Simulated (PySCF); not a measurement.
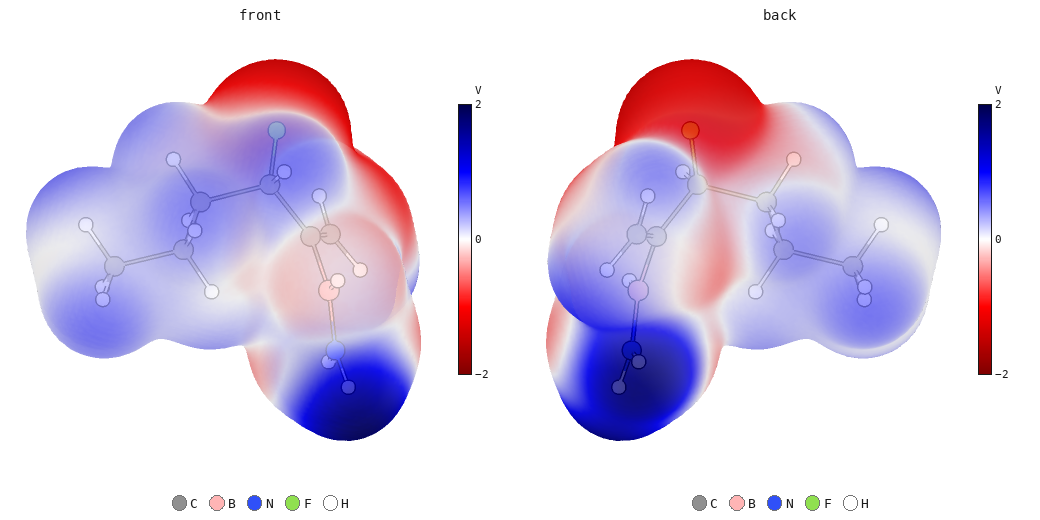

*C$_{6}$H$_{13}$BFN. The electrostatic potential painted on the density surface at 0.002 e/bohr³, seen from the front and from behind; red is negative and blue positive.*

Geometry: GFN2-xTB.

Theory: PySCF 2.14.0, PBE0/pcSseg-1, SCF density, gas phase, non-relativistic.

```xyz
22

C    -2.0759   -0.7471   -1.4684
C    -1.3944   -0.6428   -0.3304
B    -1.8118    0.3309    0.8301
N    -2.3682    1.5555    0.5191
C    -0.1781   -1.5087   -0.1129
F    -0.2121   -2.6368   -0.9261
C     1.1258   -0.7623   -0.4147
C     1.4713    0.2723    0.6501
C     2.7685    1.0005    0.3181
H    -2.9582   -0.1561   -1.6527
H    -1.8098   -1.4501   -2.2424
H    -1.6731    0.0360    1.9570
H    -2.5128    1.8669   -0.4275
H    -2.6871    2.2214    1.2023
H    -0.1649   -1.8944    0.9150
H     1.9283   -1.5012   -0.4811
H     1.0337   -0.2786   -1.3903
H     0.6541    0.9917    0.7332
H     1.5726   -0.2254    1.6171
H     3.5918    0.2944    0.2336
H     3.0123    1.7202    1.0959
H     2.6778    1.5330   -0.6259
```

Question: Which sites attract a positive test charge, and which a negative one?

Answer: A positive charge is drawn to the negative regions and a negative charge to the positive ones. The most negative region (about −1.3 V) lies over F6, the most positive (about +1.9 V) over H13 and H14.
